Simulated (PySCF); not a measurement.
# One shape, several levels: doublet [SnH4]+

Aim: a comparison of 6 runs (UHF/STO-3G, UHF/3-21G, U-wB97M-V/def2-SVPD, UB3LYP/def2-SVPD, UBHLYP/def2-SVPD, UM06-2X/def2-SVPD) of doublet [SnH4]+. 

The calculation is run with PySCF 2.14.0.

1 further run of the same task is left out (set aside as unsound or not needed).

**1. The molecule**

[SnH4]+ has 5 atoms, charge +1, and is taken as a doublet. SMILES of the parent species: `[SnH4]`. Geometry: relaxed at PBE0-D4/def2-TZVP. That shape belongs to the parent species and isn't relaxed for this state.

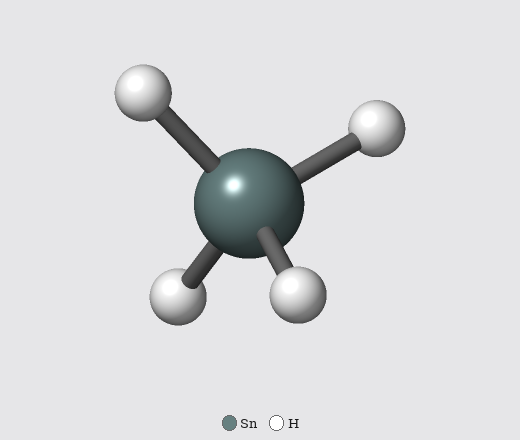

Viewed from a chosen angle; tin teal, hydrogen white.

**2. A single-point energy at UHF/STO-3G (run 1)**

Contents of input.py:

```python
from pyscf import gto, scf

system = gto.M(
    atom=[
    ('Sn', (0.000030, 0.000010, 0.000040)),
    ('H', (0.823920, -0.853480, 1.222940)),
    ('H', (-1.563610, 0.403420, 0.543140)),
    ('H', (-0.116810, -0.974610, -1.392490)),
    ('H', (0.856470, 1.424640, -0.373640)),
],
    spin=1,
    max_memory=1860,
    basis='sto-3g',
    verbose=3,
    charge=1,
)

mf = scf.UHF(system)
mf.conv_tol = 1e-10
mf.kernel()
if not mf.converged:
    mf = mf.newton().run(mf.mo_coeff, mf.mo_occ)

etot = mf.e_tot
print(f'total energy: {etot:.8f} hartree')
```

Launch:

```sh
OMP_NUM_THREADS=1 python input.py
```

Log:

```text
converged SCF energy = -5965.2467644521  <S^2> = 0.81565166  2S+1 = 2.0646081
total energy: -5965.24676445 hartree
```

Wall time 0.56 s (1 thread of Arm Neoverse V2, shared host); peak memory 0.12 GiB.

**3. The energy at UHF/3-21G (run 2)**

Contents of input.py:

```python
from pyscf import gto, scf

system = gto.Mole()
system.atom = '''
Sn     0.000057     0.000019     0.000076
H      1.556983    -1.612843     2.311022
H     -2.954795     0.762353     1.026386
H     -0.220739    -1.841746    -2.631425
H      1.618494     2.692179    -0.706077
'''
system.verbose = 3
system.max_memory = 1860
system.charge = 1
system.basis = '3-21g'
system.spin = 1
system.unit = 'bohr'
system.build()

myscf = scf.UHF(system)
myscf.conv_tol = 1e-10
myscf.kernel()
if not myscf.converged:
    myscf = myscf.newton().run(myscf.mo_coeff, myscf.mo_occ)

e_final = myscf.e_tot
print(f'total energy: {e_final:.8f} hartree')
```

Launch:

```sh
OMP_NUM_THREADS=1 python input.py
```

Log:

```text
converged SCF energy = -5998.12138883695  <S^2> = 0.82762487  2S+1 = 2.0761742
total energy: -5998.12138884 hartree
```

Run time: 0.58 s. Hardware: 1 thread of Arm Neoverse V2, shared host; peak memory 0.12 GiB.

Runs 3 to 5 aren't shown in full; the table further down has their settings and results.

**4. A single-point energy at UM06-2X/def2-SVPD (core potential) (run 6)**

Contents of calc.py:

```python
from pyscf import gto, dft

molecule = gto.Mole()
molecule.atom = '''
Sn     0.000057     0.000019     0.000076
H      1.556983    -1.612843     2.311022
H     -2.954795     0.762353     1.026386
H     -0.220739    -1.841746    -2.631425
H      1.618494     2.692179    -0.706077
'''
molecule.basis = 'def2-svpd'
molecule.unit = 'bohr'
molecule.verbose = 3
molecule.charge = 1
molecule.max_memory = 1860
molecule.spin = 1
molecule.ecp = {'Sn': 'def2-svp'}
molecule.build()

myscf = dft.UKS(molecule, xc='m06-2x')
myscf.conv_tol = 1e-10
myscf.grids.level = 5
myscf.kernel()
if not myscf.converged:
    myscf = myscf.newton().run(myscf.mo_coeff, myscf.mo_occ)

energy = myscf.e_tot
print('E(%s) = %.9f' % ('M06-2X', energy))
```

Launch:

```sh
OMP_NUM_THREADS=1 python calc.py
```

Log:

```text
WARN: HOMO -0.915291237792802 >= LUMO -0.915291237792803

converged SCF energy = -216.145288502499  <S^2> = 0.77046391  2S+1 = 2.0203603
E(M06-2X) = -216.145288502
```

It took 31 s on 1 thread of Arm Neoverse V2, shared host; peak memory 0.39 GiB.

**5. The series**

```tsv
run	level	core potential	integration grid	energy (Eh)	HOMO energy (eV)	LUMO energy (eV)	⟨S²⟩	wall time
1	UHF/STO-3G	–	–	-5965.246764	-16.37	-9.61	0.816	0.56 s
2	UHF/3-21G	–	–	-5998.121389	-17.50	-10.99	0.828	0.58 s
3	U-wB97M-V/def2-SVPD (core potential)	def2-svp	5	-216.156688	-17.68	-12.01	0.762	45 s
4	UB3LYP/def2-SVPD (core potential)	def2-svp	5	-216.311922	-15.39	-14.09	0.761	12 s
5	UBHLYP/def2-SVPD (core potential)	def2-svp	5	-216.150921	-16.36	-13.10	0.776	15 s
6	UM06-2X/def2-SVPD (core potential)	def2-svp	5	-216.145289	-16.43	-13.02	0.770	31 s
```

**6. Summary of results**

```
                                 quantity          value
                      run 6: total energy  -216.14529 Eh
run 6: HOMO energy (highest over α and β)      -16.43 eV
 run 6: LUMO energy (lowest over α and β)      -13.02 eV
                              run 6: ⟨S²⟩          0.770
```

In words: Totals of different functionals can't be ranked against each other. Some runs of one species differ in core potentials or relativity; totals across that change don't compare. In run 1 the basis is minimal, so the values are rough. In runs 1, 2 relativity is left out where basis or elements ask for it. All runs together took 1.7 min, the longest 45 s.
